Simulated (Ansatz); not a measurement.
Run report: BSi$_{2}$H$_{7}$SO, geometry relaxation (part 1 of 2)

BSi$_{2}$H$_{7}$SO, SMILES OB(S)[SiH2][SiH3], computed with RKS PBE0-D4/6-31G (Ansatz 0.2.0).

It belongs to a series of runs on one base structure; here: end point B relaxed.

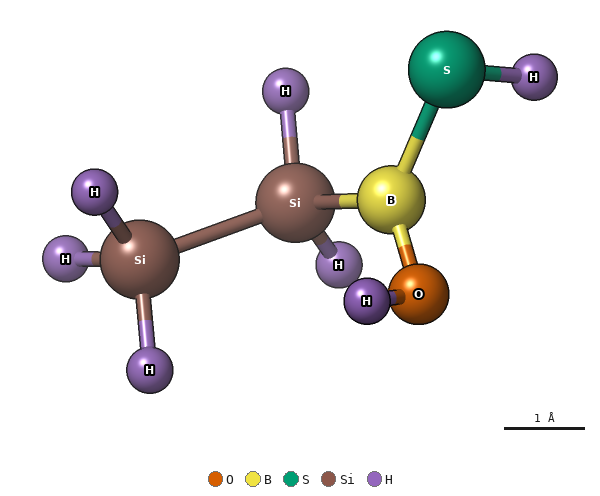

*The structure as given in the input (ball-and-stick view, seen at a tilt).*

Summary:

| quantity | value |
| --- | --- |
| outcome | converged |
| total energy | −29411.7197 eV |
| mean-field energy | −29411.4616 eV |
| largest force (length of the vector) at the end | 0.016 eV/Å |
| hardware | 1 thread of Arm Neoverse N1, 16 GiB of memory available, shared host |
| wall time | 2.2 min |
| peak memory | 0.18 GiB |

Input:
```yaml
crystal:
  periodic: [false, false, false]
  atoms:
    - { symbol: O, position_ang: [-2.3678, 0.7788, -0.6478] }
    - { symbol: B, position_ang: [-0.9617, 0.865, -0.6129] }
    - { symbol: S, position_ang: [-0.1042, 2.516, -0.4206] }
    - { symbol: Si, position_ang: [0.1421, -0.7628, -0.7324] }
    - { symbol: Si, position_ang: [-0.16881, -1.72259, -2.6699] }
    - { symbol: H, position_ang: [-2.638, 0.9282, -1.6222] }
    - { symbol: H, position_ang: [-0.0604, 2.4049, 0.9999] }
    - { symbol: H, position_ang: [1.55727, -0.31333, -0.63641] }
    - { symbol: H, position_ang: [-0.1567, -1.61419, 0.32728] }
    - { symbol: H, position_ang: [0.67758, -2.90642, -2.80544] }
    - { symbol: H, position_ang: [0.14292, -0.77725, -3.80269] }
    - { symbol: H, position_ang: [-1.60436, -2.12745, -2.79233] }
basis:
  gaussian: { orbitals: "6-31G" }
hamiltonian:
  xc: pbe0
  dispersion: d4
relax:
  f_tol: 0.015
  max_steps: 40
output:
  orbitals: {}
```

Launched with:
```bash
ansatz run input.yaml --threads 1 --pin off --max-ram 2048MiB --backend cpu --events-out ev --progress --plain --runs-dir out
```

Log:
```
The last accepted step is kept in [file] (removed where the run ends without a failure and the disk answers)
Engine: ansatz 0.2.0, aarch64-unknown-linux-gnu
Functional definition: PBE0
  parameter a = 0.25
  parameter kappa = 0.804
  parameter beta = 0.06672455060314922
  exchange = (1 - a)*pbe_x(kappa = kappa, mu = beta*pi^2/3) + a*exact_x
  correlation = pbe_c(beta = beta)
905 factors; integrals over basis functions are off by at most 1.7e-4 eV
mean field evaluation 1: about -29406.3500 eV, gradient 4.1e1 eV
mean field evaluation 2: about -29400.6829 eV, gradient 6.9e1 eV
mean field evaluation 4: about -29409.6276 eV, gradient 2.0e0 eV
mean field evaluation 8: about -29409.7095 eV, gradient 7.6e-2 eV
mean field evaluation 16: about -29409.7095 eV, gradient 5.7e-5 eV
mean field -29409.70949758 eV, -1080.7868894191 hartree, gradient 5.7e-5 eV, S^2 0.000000; 0 other end points of the search recorded, 0 dependent functions left out
the calculation of the forces begins
reference -29409.70952886 eV, -1080.7868905684 hartree; 32, 32 occupied and 39, 39 virtual orbitals, 905 factors
relax step   1: F+E_penalty+E_count = -29409.97767554 eV  Δ(F+E_penalty+E_count) = +0.000e0 eV  max|allowed force component| = 2.471e0 eV/Å  Δτ_max = 0.0000 Å  (26 SCF iters, accepted)
these checks for a lower state are left out or cut short: starts, cluster_reference, orbital_swaps, neighbouring_geometries, increment
905 factors; integrals over basis functions are off by at most 1.7e-4 eV
mean field -29410.31653177 eV, -1080.8091975142 hartree, gradient 1.1e-5 eV, S^2 0.000000; 0 other end points of the search recorded, 0 dependent functions left out
[... from here on the field's lines of each further geometry are left out, up to the last ...]
relax step   2: F+E_penalty+E_count = -29410.57615802 eV  Δ(F+E_penalty+E_count) = -5.985e-1 eV  max|allowed force component| = 2.199e0 eV/Å  Δτ_max = 0.1925 Å  (29 SCF iters, accepted)
relax step   3: F+E_penalty+E_count = -29410.70882801 eV  Δ(F+E_penalty+E_count) = -1.327e-1 eV  max|allowed force component| = 4.422e0 eV/Å  Δτ_max = 0.1942 Å  (31 SCF iters, accepted)
relax step   4: F+E_penalty+E_count = -29411.04810262 eV  Δ(F+E_penalty+E_count) = -3.393e-1 eV  max|allowed force component| = 2.888e0 eV/Å  Δτ_max = 0.1946 Å  (28 SCF iters, accepted)
relax step   5: F+E_penalty+E_count = -29411.33359362 eV  Δ(F+E_penalty+E_count) = -2.855e-1 eV  max|allowed force component| = 1.615e0 eV/Å  Δτ_max = 0.2000 Å  (29 SCF iters, accepted)
relax step   6: F+E_penalty+E_count = -29411.46865982 eV  Δ(F+E_penalty+E_count) = -1.351e-1 eV  max|allowed force component| = 1.137e0 eV/Å  Δτ_max = 0.1951 Å  (29 SCF iters, accepted)
relax step   7: F+E_penalty+E_count = -29411.62147502 eV  Δ(F+E_penalty+E_count) = -1.528e-1 eV  max|allowed force component| = 5.418e-1 eV/Å  Δτ_max = 0.1997 Å  (29 SCF iters, accepted)
relax step   8: F+E_penalty+E_count = -29411.67754004 eV  Δ(F+E_penalty+E_count) = -5.607e-2 eV  max|allowed force component| = 2.419e-1 eV/Å  Δτ_max = 0.2000 Å  (30 SCF iters, accepted)
relax step   9: F+E_penalty+E_count = -29411.68249676 eV  Δ(F+E_penalty+E_count) = -4.957e-3 eV  max|allowed force component| = 4.420e-1 eV/Å  Δτ_max = 0.2000 Å  (29 SCF iters, accepted)
relax step  10: F+E_penalty+E_count = -29411.70597807 eV  Δ(F+E_penalty+E_count) = -2.348e-2 eV  max|allowed force component| = 2.234e-1 eV/Å  Δτ_max = 0.1313 Å  (28 SCF iters, accepted)
relax step  11: F+E_penalty+E_count = -29411.71585221 eV  Δ(F+E_penalty+E_count) = -9.874e-3 eV  max|allowed force component| = 1.030e-1 eV/Å  Δτ_max = 0.1530 Å  (29 SCF iters, accepted)
relax step  12: F+E_penalty+E_count = -29411.71910565 eV  Δ(F+E_penalty+E_count) = -3.253e-3 eV  max|allowed force component| = 3.726e-2 eV/Å  Δτ_max = 0.0641 Å  (29 SCF iters, accepted)
relax step  13: F+E_penalty+E_count = -29411.71955578 eV  Δ(F+E_penalty+E_count) = -4.501e-4 eV  max|allowed force component| = 2.608e-2 eV/Å  Δτ_max = 0.0151 Å  (24 SCF iters, accepted)
the calculation of the forces begins
reference -29411.46163790 eV, -1080.8512793883 hartree; 32, 32 occupied and 39, 39 virtual orbitals, 905 factors
relax step  14: F+E_penalty+E_count = -29411.71967150 eV  Δ(F+E_penalty+E_count) = -1.157e-4 eV  max|allowed force component| = 1.244e-2 eV/Å  Δτ_max = 0.0079 Å  (23 SCF iters, accepted)
```

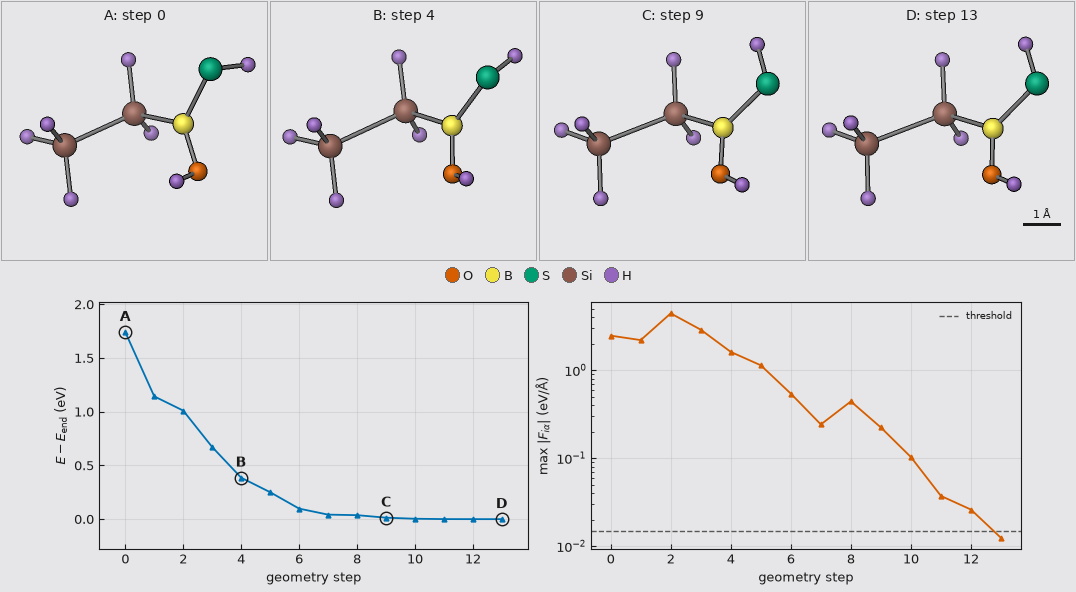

*Frames of the relaxation (ball-and-stick view, seen at a tilt) above the curves, on which the letters mark them (the first geometry is step 0 here and step 1 in the log).*

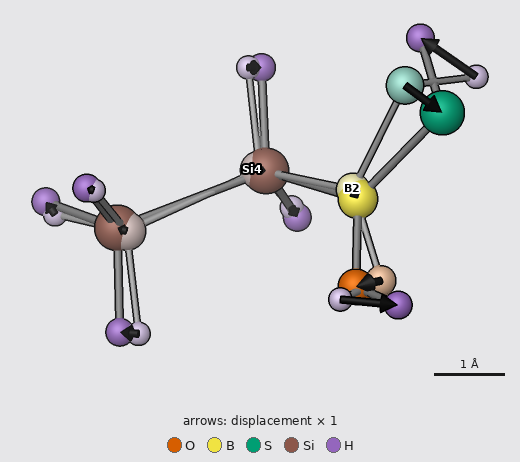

*Start (faint) and end (solid) with the displacements as black arrows, at true length (ball-and-stick view, seen at a tilt). The two geometries are laid on each other by the best rigid fit.*

The atom that moves furthest after the best rigid fit is H7 (0.98 Å). By element the largest moves are H 0.98 Å, S 0.67 Å, O 0.44 Å, B 0.16 Å, Si 0.14 Å. Distances before and after: Si4–Si5 2.184 → 2.354 Å, Si4–H9 1.392 → 1.509 Å, S3–H7 1.426 → 1.369 Å, B2–Si4 1.970 → 2.022 Å. Among the angles that change: B2–O1–H6 106.2° → 121.3°, B2–S3–H7 92.7° → 99.3°, S3–B2–Si4 118.6° → 124.2°. The energy falls by 1.742 eV in 13 geometry steps. The largest force component goes from 2.5 to 0.012 eV/Å. (Atoms are counted from 1 in the order of the input.)

```
905 factors; integrals over basis functions are off by at most 1.7e-4 eV
mean field -29411.46160535 eV, -1080.8512781920 hartree, gradient 1.7e-5 eV, S^2 0.000000; 1 other end points of the search recorded, 0 dependent functions left out
the calculation of the forces begins
reference -29411.46163790 eV, -1080.8512793883 hartree; 32, 32 occupied and 39, 39 virtual orbitals, 905 factors
Total energy: -29411.71970405 eV, -1080.8607631442 hartree
Atom 0 at    -2.392101     0.721009    -1.089063 Å, force     0.001281     0.006343     0.009249 eV/Å
Atom 1 at    -1.119222     0.892477    -0.610480 Å, force     0.012438    -0.009664    -0.001946 eV/Å
Atom 2 at    -0.612058     2.565364     0.014631 Å, force    -0.002658     0.000373     0.000148 eV/Å
Atom 3 at     0.100419    -0.719163    -0.659202 Å, force    -0.006144     0.005403     0.002438 eV/Å
Atom 4 at    -0.069841    -1.802190    -2.742717 Å, force     0.000295     0.000166     0.000352 eV/Å
Atom 5 at    -3.033468     1.452337    -1.092335 Å, force    -0.003793    -0.003643    -0.006621 eV/Å
Atom 6 at     0.680222     2.286484     0.369096 Å, force     0.000897    -0.002002    -0.000250 eV/Å
Atom 7 at     1.531095    -0.317682    -0.394285 Å, force    -0.001718     0.002198    -0.000026 eV/Å
Atom 8 at    -0.291457    -1.689488     0.427296 Å, force     0.000358     0.001670    -0.002209 eV/Å
Atom 9 at     0.903751    -2.945618    -2.846831 Å, force    -0.001429    -0.000341    -0.000612 eV/Å
Atom 10 at     0.220864    -0.835109    -3.858597 Å, force     0.000685     0.000457     0.000387 eV/Å
Atom 11 at    -1.460306    -2.339552    -2.933002 Å, force    -0.000211    -0.000958    -0.000910 eV/Å
Dipole moment:    -0.062005     0.148726     0.046294 e Å
```

Trajectory as extended XYZ (Å, eV, eV/Å), 14 frames, from step=1 to step=14:
```
12
Properties=species:S:1:pos:R:3:forces:R:3 step=1 energy=-29409.97768
O    -2.3678    0.7788   -0.6478    0.5125   0.3508  -2.4707
B    -0.9617    0.8650   -0.6129   -0.9485  -0.1800   0.6856
S    -0.1042    2.5160   -0.4206    0.1810   0.7923   0.9930
Si    0.1421   -0.7628   -0.7324    1.1952   2.0910   0.2341
Si   -0.1688   -1.7226   -2.6699   -0.6437  -0.4658  -1.9464
H    -2.6380    0.9282   -1.6222   -0.3687  -0.1577   1.8257
H    -0.0604    2.4049    0.9999    0.0134   0.0876  -0.9952
H     1.5573   -0.3133   -0.6364    0.3526  -0.1070   0.0857
H    -0.1567   -1.6142    0.3273   -0.5287  -1.6277   1.8422
H     0.6776   -2.9064   -2.8054    0.4131  -0.6701  -0.1798
H     0.1429   -0.7772   -3.8027   -0.0261  -0.0318   0.0348
H    -1.6044   -2.1275   -2.7923   -0.1522  -0.0816  -0.1089
12
Properties=species:S:1:pos:R:3:forces:R:3 step=2 energy=-29410.57616
O    -2.3635    0.7535   -0.6769    0.7973   0.3602  -2.1985
B    -0.9662    0.8928   -0.5477   -0.8716  -0.2041   0.1389
S    -0.1973    2.6221   -0.3968   -0.0333   0.2579   0.3531
Si    0.2025   -0.7393   -0.6800    0.3371   0.4743   0.1018
Si   -0.1676   -1.7867   -2.7173   -0.2368   0.0581  -0.4872
H    -2.6880    1.1076   -1.5733   -0.1034  -0.2277   1.8230
H    -0.0923    2.5090    0.9898    0.0955   0.0514  -0.4128
H     1.6554   -0.3727   -0.5649    0.0261  -0.0442   0.0170
H    -0.1271   -1.6965    0.3774   -0.1590  -0.5717   0.5947
H     0.6806   -2.9975   -2.9137    0.1530  -0.1584   0.0266
H     0.1277   -0.8260   -3.8391    0.0197   0.0000  -0.0209
H    -1.6062   -2.1975   -2.8731   -0.0245   0.0042   0.0644
12
Properties=species:S:1:pos:R:3:forces:R:3 step=3 energy=-29410.70883
O    -2.3481    0.6723   -0.8317    4.4223  -3.6598   3.3693
B    -0.9792    0.8860   -0.5791   -0.8065  -0.5004   0.1814
S    -0.2613    2.6544   -0.4046   -0.3501  -0.0508  -0.0403
Si    0.2237   -0.7445   -0.6393   -0.1170  -0.0570   0.0866
Si   -0.1735   -1.7815   -2.7374   -0.0020   0.0142   0.0501
H    -2.6946    1.2284   -1.4214   -3.3377   4.2542  -3.6492
H    -0.0730    2.5229    0.9573    0.1525  -0.0298  -0.1626
H     1.6829   -0.3931   -0.5382   -0.0224  -0.0079   0.0698
H    -0.1238   -1.7513    0.4242    0.0293  -0.0389   0.0457
H     0.6911   -3.0021   -2.9174   -0.0027   0.0391   0.0161
H     0.1279   -0.8238   -3.8587    0.0078   0.0154  -0.0111
H    -1.6140   -2.1988   -2.8692    0.0265   0.0216   0.0442
12
Properties=species:S:1:pos:R:3:forces:R:3 step=4 energy=-29411.04810
O    -2.3049    0.5687   -0.9210    0.5220   2.8880  -1.3264
B    -0.9718    0.8739   -0.5774   -0.6613  -0.4927  -0.2052
S    -0.3261    2.6899   -0.4083   -0.5963  -0.5369  -0.1696
Si    0.2549   -0.7522   -0.6004   -0.4055  -0.5087  -0.0453
Si   -0.1775   -1.7846   -2.7551    0.2156  -0.0207   0.4778
H    -2.7744    1.3957   -1.3621    0.6378  -1.9904   1.4177
H    -0.0514    2.5373    0.9268    0.2227   0.0074   0.0395
H     1.7202   -0.4131   -0.5088   -0.0698  -0.0089   0.0989
H    -0.1155   -1.8038    0.4655    0.1898   0.3968  -0.3397
H     0.6996   -3.0140   -2.9302   -0.1359   0.2028   0.0087
H     0.1252   -0.8247   -3.8732    0.0066   0.0261  -0.0061
H    -1.6204   -2.2042   -2.8713    0.0744   0.0370   0.0497
```
